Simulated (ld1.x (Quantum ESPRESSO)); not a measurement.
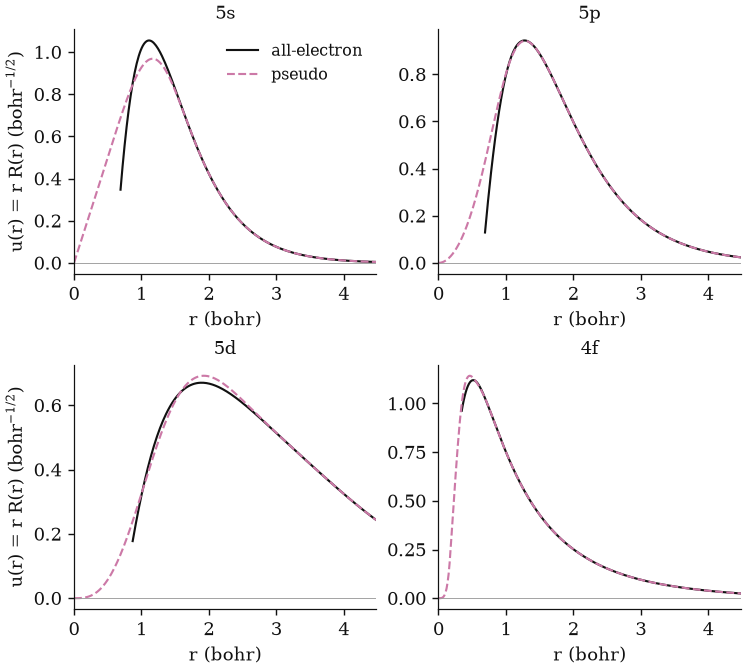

**Figure 1.** All-electron valence functions (solid) with their pseudo partners (dashed). The innermost oscillations of some all-electron curves aren't drawn. Reference configuration 4f12 5s2 5p6 5d0 6s0 6p0.

- Matching radii: 5s at 1.90 bohr; 5p at 1.55 bohr; 5d at 3.45 bohr; 4f at 0.65 bohr. The curves merge smoothly, so the plot gives these only roughly.
- Nodes of the pseudo-waves: 5s has no node; 5p has no node; 5d has no node; 4f has no node. In the spherical-Bessel test 4f stands at −1.060 Ry at the top cutoff of 400 Ry, still falling, against −1.289 Ry all-electron. So the potential is too hard for plane waves up to 400 Ry. No cutoff can be given, and the search for ghost states has no verdict.

## Run report: Er, pseudopotential generation (part 1 of 2)

Erbium (Er, Z = 68), core [Kr] 4d10, reference valence 4f12 5s2 5p6 5d0 6s0 6p0 (an ion of charge +2), valence charge 22. Computed at this level: TM potential, PW91, scalar-relativistic, made with ld1.x (Quantum ESPRESSO) 7.5.

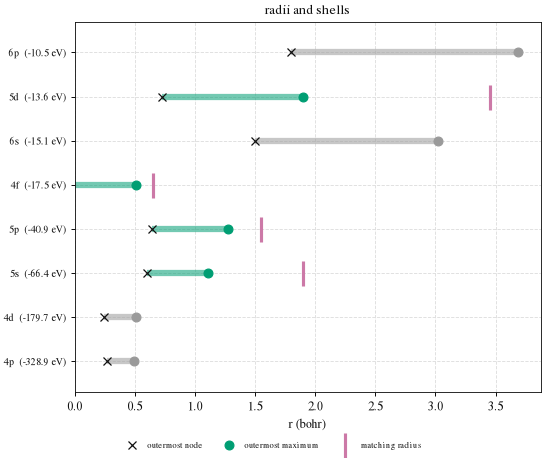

**Figure 2.** Outer shells of the all-electron reference atom: each bar runs from the outermost node (or the nucleus) to the outermost maximum of u(r); the tick is the radius chosen for the pseudo-wave. Shells without a tick have no pseudo-wave of their own. Levels, nodes and maxima are from ld1.x, scalar-relativistic.

- Radii against the shells: 5s: 1.90 bohr, outside the maximum; 5p: 1.55 bohr, outside the maximum; 4f: 0.65 bohr, outside the maximum; 5d: 3.45 bohr, outside the maximum.

These pictures come from the run below.

## The input
```
 &input
   title='Er', zed=68., rel=1, dft='PW91', iswitch=3,
   config='[Xe] 4f12 5d0 6s0 6p0',
   nld=4, rlderiv=3.75, eminld=-7.0, emaxld=5.0, deld=0.02
 /
 &inputp
   pseudotype=2, tm=.true., lloc=-1, rcloc=3.40,
   nlcc=.true.,
   file_pseudopw='Er.UPF', file_wfcaegen='ae.wfc', file_wfcncgen='nc.wfc', file_beta='beta', file_chi='chi'
 /
4
5S  1  0   2.00   0.00  1.90  1.90  0.0
5P  2  1   6.00   0.00  1.55  1.55  0.0
5D  3  2   0.00   0.00  3.45  3.45  0.0
4F  4  3  12.00   0.00  0.65  0.65  0.0
 &test
   configts(1)='4f12 5s2 5p6 5d0 6s0 6p0'
 /
```

## Input of the test run
```
 &input
   title='Er', zed=68., rel=1, dft='PW91', iswitch=2,
   config='[Xe] 4f12 5d0 6s0 6p0'
 /
 &test
   file_pseudo='Er.UPF', nconf=8,
   configts(1)='4f12 5s2 5p6 5d0 6s0 6p0',
   configts(2)='4f12 5s2 5p6 5d0 6s2 6p0',
   configts(3)='4f12 5s2 5p6 5d0 6s1 6p0',
   configts(4)='4f11 5s2 5p6 5d0 6s0 6p0',
   configts(5)='4f13 5s2 5p6 5d0 6s0 6p0',
   configts(6)='4f11 5s2 5p6 5d1 6s1 6p0',
   configts(7)='4f12 5s2 5p6 5d0.5 6s1.5 6p0',
   configts(8)='4f12 5s1 5p6 5d0 6s2 6p0'
 /
```

Command:
```bash
ld1.x < Er.in > Er.out
```

## Log
```
     Program LD1 v.7.5
     --------------------------- All-electron run ----------------------------

     Er
     scalar relativistic calculation

     atomic number is 68.00
     dft =PW91   lsd =0 sic =0 latt =0  beta=0.20 tr2=1.0E-14
     Exchange-correlation= PW91
                           (   1   4   2   2   0   0   0)
     mesh =1267 r(mesh) = 100.03222 a.u. xmin = -7.00 dx = 0.01250
     1 Ry =  13.60569312 eV, c = 137.03599908

     n l     nl                  e(Ry)          e(Ha)          e(eV)
     1 0     1S 1( 2.00)     -4218.5848     -2109.2924    -57396.7707
     2 0     2S 1( 2.00)      -709.5828      -354.7914     -9654.3661
     2 1     2P 1( 6.00)      -627.6973      -313.8487     -8540.2575
     3 0     3S 1( 2.00)      -159.7975       -79.8988     -2174.1562
     3 1     3P 1( 6.00)      -134.8934       -67.4467     -1835.3178
     4 0     4S 1( 2.00)       -32.3602       -16.1801      -440.2831
     4 1     4P 1( 6.00)       -24.1719       -12.0860      -328.8756
     3 2     3D 1(10.00)      -103.7323       -51.8662     -1411.3499
     5 0     5S 1( 2.00)        -4.8818        -2.4409       -66.4199
     5 1     5P 1( 6.00)        -3.0029        -1.5015       -40.8571
     4 2     4D 1(10.00)       -13.2082        -6.6041      -179.7074
     4 3     4F 1(12.00)        -1.2888        -0.6444       -17.5345
     5 2     5D 1( 0.00)        -1.0000        -0.5000       -13.6054
     6 0     6S 1( 0.00)        -1.1101        -0.5551       -15.1041
     6 1     6P 1( 0.00)        -0.7716        -0.3858       -10.4987

     final scf error:  9.1E-15 reached in  29 iterations

     Etot =  -26174.263228 Ry,  -13087.131614 Ha, -356118.993199 eV

     Ekin =   28381.056136 Ry,   14190.528068 Ha,  386143.940299 eV
     Encl =  -64169.028403 Ry,  -32084.514202 Ha, -873064.108453 eV
     Eh   =   10171.263596 Ry,    5085.631798 Ha,  138387.091157 eV
     Exc  =    -557.554557 Ry,    -278.777278 Ha,   -7585.916202 eV

     normalization and overlap integrals

     s(1S/1S) =  1.000000  <r> =   0.0204  <r2> =    0.0006  r(max) =   0.0128
     s(2S/2S) =  1.000000  <r> =   0.0865  <r2> =    0.0088  r(max) =   0.0728
     s(2P/2P) =  1.000000  <r> =   0.0767  <r2> =    0.0072  r(max) =   0.0596
     s(3S/3S) =  1.000000  <r> =   0.2253  <r2> =    0.0580  r(max) =   0.2081
     s(3P/3P) =  1.000000  <r> =   0.2245  <r2> =    0.0584  r(max) =   0.2030
     s(4S/4S) =  1.000000  <r> =   0.5081  <r2> =    0.2915  r(max) =   0.4750
     s(4P/4P) =  1.000000  <r> =   0.5391  <r2> =    0.3307  r(max) =   0.4931
     s(3D/3D) =  1.000000  <r> =   0.2038  <r2> =    0.0487  r(max) =   0.1662
     s(5S/5S) =  1.000000  <r> =   1.2517  <r2> =    1.7650  r(max) =   1.1113
     s(5P/5P) =  1.000000  <r> =   1.4854  <r2> =    2.5114  r(max) =   1.2751
     s(4D/4D) =  1.000000  <r> =   0.5839  <r2> =    0.3960  r(max) =   0.5120
     s(4F/4F) =  1.000000  <r> =   0.8202  <r2> =    0.9195  r(max) =   0.5120
     s(5D/5D) =  1.000000  <r> =   2.4560  <r2> =    7.0987  r(max) =   1.9022
     s(6S/6S) =  1.000000  <r> =   3.3014  <r2> =   12.1402  r(max) =   3.0207
     s(6P/6P) =  1.000000  <r> =   4.0135  <r2> =   17.9912  r(max) =   3.6895

     ------------------------ End of All-electron run ------------------------

     --------------------- Generating NC pseudopotential ---------------------

      Generating local potential from pseudized AE potential:
      Matching radius rcloc =   3.4000

      Local pseudo, rcloc= 3.423 Estimated cut-off energy=     5.22 Ry

      Computing core charge for nlcc:

       r > 0.67 : true rho core
       r < 0.67 : rho core = a sin(br)/r    a=  71.12  b=   3.80

      Integrated core pseudo-charge :  17.92

      Wfc   5S  rcut= 1.879  Using Troullier-Martins method

      Wfc   5P  rcut= 1.538  Using Troullier-Martins method

      Wfc   5D  rcut= 3.423  Using Troullier-Martins method

      Wfc   4F  rcut= 0.657  Using Troullier-Martins method

     ------------------- End of pseudopotential generation -------------------

     --------------------------- All-electron run ----------------------------

     Er
     scalar relativistic calculation

     atomic number is 68.00
     dft =PW91   lsd =0 sic =0 latt =0  beta=0.20 tr2=1.0E-14
     Exchange-correlation= PW91
                           (   1   4   2   2   0   0   0)
     mesh =1267 r(mesh) = 100.03222 a.u. xmin = -7.00 dx = 0.01250
     1 Ry =  13.60569312 eV, c = 137.03599908

     n l     nl                  e(Ry)          e(Ha)          e(eV)
     1 0     1S 1( 2.00)     -4218.5848     -2109.2924    -57396.7707
     2 0     2S 1( 2.00)      -709.5828      -354.7914     -9654.3661
     2 1     2P 1( 6.00)      -627.6973      -313.8487     -8540.2575
     3 0     3S 1( 2.00)      -159.7975       -79.8988     -2174.1562
     3 1     3P 1( 6.00)      -134.8934       -67.4467     -1835.3178
     4 0     4S 1( 2.00)       -32.3602       -16.1801      -440.2831
     4 1     4P 1( 6.00)       -24.1719       -12.0860      -328.8756
     3 2     3D 1(10.00)      -103.7323       -51.8662     -1411.3499
     5 0     5S 1( 2.00)        -4.8818        -2.4409       -66.4199
     5 1     5P 1( 6.00)        -3.0029        -1.5015       -40.8571
     4 2     4D 1(10.00)       -13.2082        -6.6041      -179.7074
     4 3     4F 1(12.00)        -1.2888        -0.6444       -17.5345
     5 2     5D 1( 0.00)        -1.0000        -0.5000       -13.6054
     6 0     6S 1( 0.00)        -1.1101        -0.5551       -15.1041
     6 1     6P 1( 0.00)        -0.7716        -0.3858       -10.4987

     final scf error:  9.1E-15 reached in  29 iterations

     Etot =  -26174.263228 Ry,  -13087.131614 Ha, -356118.993199 eV

     Ekin =   28381.056136 Ry,   14190.528068 Ha,  386143.940299 eV
     Encl =  -64169.028403 Ry,  -32084.514202 Ha, -873064.108453 eV
     Eh   =   10171.263596 Ry,    5085.631798 Ha,  138387.091157 eV
     Exc  =    -557.554557 Ry,    -278.777278 Ha,   -7585.916202 eV

     normalization and overlap integrals

     s(1S/1S) =  1.000000  <r> =   0.0204  <r2> =    0.0006  r(max) =   0.0128
     s(2S/2S) =  1.000000  <r> =   0.0865  <r2> =    0.0088  r(max) =   0.0728
     s(2P/2P) =  1.000000  <r> =   0.0767  <r2> =    0.0072  r(max) =   0.0596
     s(3S/3S) =  1.000000  <r> =   0.2253  <r2> =    0.0580  r(max) =   0.2081
     s(3P/3P) =  1.000000  <r> =   0.2245  <r2> =    0.0584  r(max) =   0.2030
     s(4S/4S) =  1.000000  <r> =   0.5081  <r2> =    0.2915  r(max) =   0.4750
     s(4P/4P) =  1.000000  <r> =   0.5391  <r2> =    0.3307  r(max) =   0.4931
     s(3D/3D) =  1.000000  <r> =   0.2038  <r2> =    0.0487  r(max) =   0.1662
     s(5S/5S) =  1.000000  <r> =   1.2517  <r2> =    1.7650  r(max) =   1.1113
     s(5P/5P) =  1.000000  <r> =   1.4854  <r2> =    2.5114  r(max) =   1.2751
     s(4D/4D) =  1.000000  <r> =   0.5839  <r2> =    0.3960  r(max) =   0.5120
     s(4F/4F) =  1.000000  <r> =   0.8202  <r2> =    0.9195  r(max) =   0.5120
     s(5D/5D) =  1.000000  <r> =   2.4560  <r2> =    7.0987  r(max) =   1.9022
     s(6S/6S) =  1.000000  <r> =   3.3014  <r2> =   12.1402  r(max) =   3.0207
     s(6P/6P) =  1.000000  <r> =   4.0135  <r2> =   17.9912  r(max) =   3.6895

     ------------------------ End of All-electron run ------------------------

     Computing logarithmic derivative in   3.75941
     Computing logarithmic derivative in   3.75941
     Computing the partial wave expansion
     R is outside the sphere for l=    0 j= 0.00
     R is outside the sphere for l=    1 j= 0.00
     R is outside the sphere for l=    2 j= 0.00
     R is outside the sphere for l=    3 j= 0.00

     ---------------------- Testing the pseudopotential ----------------------

     Er
     scalar relativistic calculation

     atomic number is 68.00   valence charge is 22.00
     dft =PW91   lsd =0 sic =0 latt =0  beta=0.20 tr2=1.0E-14
     mesh =1267 r(mesh) = 100.03222 xmin = -7.00 dx = 0.01250

     n l     nl             e AE (Ry)        e PS (Ry)    De AE-PS (Ry)
     4 3     4F   1(12.00)       -1.28876       -1.28768       -0.00108
     1 0     5S   1( 2.00)       -4.88177       -4.88178        0.00001
     2 1     5P   1( 6.00)       -3.00294       -3.00297        0.00002
     3 2     5D   1( 0.00)       -0.99998       -0.99998        0.00000
     2 0     6S   1( 0.00)       -1.11013       -0.84931       -0.26082  !
     3 1     6P   1( 0.00)       -0.77164       -0.66842       -0.10322  !

     eps = 2.6E-15  iter =  9

     Etot =  -26174.263228 Ry,  -13087.131614 Ha, -356118.993199 eV
     Etotps =  -443.363208 Ry,    -221.681604 Ha,   -6032.263755 eV

     Ekin =     553.985824 Ry,     276.992912 Ha,    7537.361114 eV
     Encl =    -450.264593 Ry,    -225.132297 Ha,   -6126.161880 eV
     Ehrt =     349.449059 Ry,     174.724530 Ha,    4754.496661 eV
     Ecxc =    -109.945854 Ry,     -54.972927 Ha,   -1495.889552 eV
     (Ecc =     -56.755879 Ry,     -28.377939 Ha,    -772.203068 eV)
     Epseu=    -786.587644 Ry,    -393.293822 Ha,  -10702.070099 eV

     ---------------------- End of pseudopotential test ----------------------
```

## Output of the test run (extracts)
```
     ---------------------- Testing the pseudopotential ----------------------

     Er
     scalar relativistic calculation

     atomic number is 68.00   valence charge is 22.00
     dft =PW91   lsd =0 sic =0 latt =0  beta=0.20 tr2=1.0E-14
     mesh =1267 r(mesh) = 100.03222 xmin = -7.00 dx = 0.01250

     n l     nl             e AE (Ry)        e PS (Ry)    De AE-PS (Ry)
     4 3     4F   1(12.00)       -1.28876       -1.28768       -0.00108
     1 0     5S   1( 2.00)       -4.88177       -4.88178        0.00001
     2 1     5P   1( 6.00)       -3.00294       -3.00297        0.00002
     3 2     5D   1( 0.00)       -0.99998       -0.99998        0.00000
     2 0     6S   1( 0.00)       -1.11013       -0.84931       -0.26082  !
     3 1     6P   1( 0.00)       -0.77164       -0.66842       -0.10322  !

     eps = 1.5E-15  iter = 19

     Etot =  -26174.263228 Ry,  -13087.131614 Ha, -356118.993199 eV
     Etotps =  -443.363210 Ry,    -221.681605 Ha,   -6032.263773 eV

     Ekin =     553.985827 Ry,     276.992914 Ha,    7537.361159 eV
     Encl =    -450.264594 Ry,    -225.132297 Ha,   -6126.161892 eV
     Ehrt =     349.449062 Ry,     174.724531 Ha,    4754.496697 eV
     Ecxc =    -109.945854 Ry,     -54.972927 Ha,   -1495.889556 eV
     (Ecc =     -56.755879 Ry,     -28.377939 Ha,    -772.203068 eV)
     Epseu=    -786.587650 Ry,    -393.293825 Ha,  -10702.070180 eV

     ---------------------- End of pseudopotential test ----------------------

     ---------------------- Testing the pseudopotential ----------------------

     Er
     scalar relativistic calculation

     atomic number is 68.00   valence charge is 22.00
     dft =PW91   lsd =0 sic =0 latt =0  beta=0.20 tr2=1.0E-14
     mesh =1267 r(mesh) = 100.03222 xmin = -7.00 dx = 0.01250

     n l     nl             e AE (Ry)        e PS (Ry)    De AE-PS (Ry)
     4 3     4F   1(12.00)       -0.23480       -0.31402        0.07922  !
     1 0     5S   1( 2.00)       -3.81600       -4.07680        0.26080  !
     2 1     5P   1( 6.00)       -1.94288       -2.18917        0.24629  !
     3 2     5D   1( 0.00)       -0.07053       -0.07053        0.00000
     2 0     6S   1( 2.00)       -0.28441       -0.24834       -0.03607  !
     3 1     6P   1( 0.00)       -0.08579       -0.08579        0.00000

     eps = 8.2E-15  iter = 40

     Etot =  -26175.616425 Ry,  -13087.808213 Ha, -356137.404389 eV
     Etotps =   -82.309369 Ry,     -41.154684 Ha,   -1119.876011 eV
     dEtot_ae =      -1.353197 Ry
     dEtot_ps =     361.053841 Ry,   Delta E=    -362.407039 Ry

     Ekin =     -25.553490 Ry,     -12.776745 Ha,    -347.672943 eV
     Encl =       0.000000 Ry,       0.000000 Ha,       0.000000 eV
     Ehrt =       0.000000 Ry,       0.000000 Ha,       0.000000 eV
     Ecxc =     -56.755879 Ry,     -28.377939 Ha,    -772.203068 eV
     (Ecc =     -56.755879 Ry,     -28.377939 Ha,    -772.203068 eV)

     ---------------------- End of pseudopotential test ----------------------

     ---------------------- Testing the pseudopotential ----------------------

     Er
     scalar relativistic calculation

     atomic number is 68.00   valence charge is 22.00
     dft =PW91   lsd =0 sic =0 latt =0  beta=0.20 tr2=1.0E-14
     mesh =1267 r(mesh) = 100.03222 xmin = -7.00 dx = 0.01250

     n l     nl             e AE (Ry)        e PS (Ry)    De AE-PS (Ry)
     4 3     4F   1(12.00)       -0.71971       -0.83433        0.11462  !
     1 0     5S   1( 2.00)       -4.30637       -4.42473        0.11836  !
     2 1     5P   1( 6.00)       -2.43216       -2.54615        0.11398  !
     3 2     5D   1( 0.00)       -0.49345       -0.57394        0.08049  !
     2 0     6S   1( 1.00)       -0.66739       -0.54005       -0.12734  !
     3 1     6P   1( 0.00)       -0.40444       -0.40162       -0.00282

     eps = 4.0E-15  iter = 27

     Etot =  -26175.144636 Ry,  -13087.572318 Ha, -356130.985373 eV
     Etotps =  -444.059789 Ry,    -222.029895 Ha,   -6041.741221 eV
     dEtot_ae =      -0.881409 Ry
     dEtot_ps =      -0.696580 Ry,   Delta E=      -0.184829 Ry

     Ekin =     553.851178 Ry,     276.925589 Ha,    7535.529157 eV
     Encl =    -460.387695 Ry,    -230.193848 Ha,   -6263.893701 eV
     Ehrt =     358.756654 Ry,     179.378327 Ha,    4881.132946 eV
     Ecxc =    -110.151462 Ry,     -55.075731 Ha,   -1498.686993 eV
     (Ecc =     -56.755879 Ry,     -28.377939 Ha,    -772.203068 eV)
     Epseu=    -786.128464 Ry,    -393.064232 Ha,  -10695.822630 eV

     ---------------------- End of pseudopotential test ----------------------

     ---------------------- Testing the pseudopotential ----------------------

     Er
     scalar relativistic calculation

     atomic number is 68.00   valence charge is 22.00
     dft =PW91   lsd =0 sic =0 latt =0  beta=0.20 tr2=1.0E-14
     mesh =1267 r(mesh) = 100.03222 xmin = -7.00 dx = 0.01250

     n l     nl             e AE (Ry)        e PS (Ry)    De AE-PS (Ry)
     4 3     4F   1(11.00)       -2.61218       -2.92942        0.31725  !
     1 0     5S   1( 2.00)       -6.03336       -6.18739        0.15404  !
     2 1     5P   1( 6.00)       -4.07638       -4.15384        0.07746  !
     3 2     5D   1( 0.00)       -1.84481       -1.85269        0.00788  !
     2 0     6S   1( 0.00)       -1.75646       -1.33603       -0.42044  !
     3 1     6P   1( 0.00)       -1.31693       -1.11178       -0.20515  !

     eps = 5.3E-15  iter = 15

     Etot =  -26172.329292 Ry,  -13086.164646 Ha, -356092.680658 eV
     Etotps =  -441.278869 Ry,    -220.639435 Ha,   -6003.904878 eV
     dEtot_ae =       1.933936 Ry
     dEtot_ps =       2.084340 Ry,   Delta E=      -0.150404 Ry

     Ekin =     526.380582 Ry,     263.190291 Ha,    7161.772660 eV
     Encl =    -429.520195 Ry,    -214.760097 Ha,   -5843.919957 eV
     Ehrt =     320.711096 Ry,     160.355548 Ha,    4363.496749 eV
     Ecxc =    -107.601501 Ry,     -53.800751 Ha,   -1463.993004 eV
     (Ecc =     -56.755879 Ry,     -28.377939 Ha,    -772.203068 eV)
     Epseu=    -751.248851 Ry,    -375.624426 Ha,  -10221.261327 eV

     ---------------------- End of pseudopotential test ----------------------

     ---------------------- Testing the pseudopotential ----------------------

     Er
     scalar relativistic calculation

     atomic number is 68.00   valence charge is 22.00
     dft =PW91   lsd =0 sic =0 latt =0  beta=0.20 tr2=1.0E-14
     mesh =1267 r(mesh) = 100.03222 xmin = -7.00 dx = 0.01250

     n l     nl             e AE (Ry)        e PS (Ry)    De AE-PS (Ry)
     4 3     4F   1(13.00)        0.00000        0.00000        0.00000
     1 0     5S   1( 2.00)       -3.95253       -3.95253        0.00000
     2 1     5P   1( 6.00)       -2.12585       -2.12585        0.00000
     3 2     5D   1( 0.00)       -0.34572       -0.34572        0.00000
     2 0     6S   1( 0.00)       -0.56962       -0.56962        0.00000
     3 1     6P   1( 0.00)       -0.34562       -0.34562        0.00000

     eps =     NaN  iter =201

     Etot =  -24116.191702 Ry,  -12058.095851 Ha, -328117.503597 eV
     Etotps =   -77.416049 Ry,     -38.708025 Ha,   -1053.299008 eV
     dEtot_ae =    2058.071526 Ry
     dEtot_ps =     365.947160 Ry,   Delta E=    1692.124365 Ry

     Ekin =     -20.660171 Ry,     -10.330085 Ha,    -281.095940 eV
     Encl =       0.000000 Ry,       0.000000 Ha,       0.000000 eV
     Ehrt =       0.000000 Ry,       0.000000 Ha,       0.000000 eV
     Ecxc =     -56.755879 Ry,     -28.377939 Ha,    -772.203068 eV
     (Ecc =     -56.755879 Ry,     -28.377939 Ha,    -772.203068 eV)

     ---------------------- End of pseudopotential test ----------------------
```

(Continued in part 2.) Outcome of the run: generated; 4f isn't converged at 400 Ry in the Bessel test.
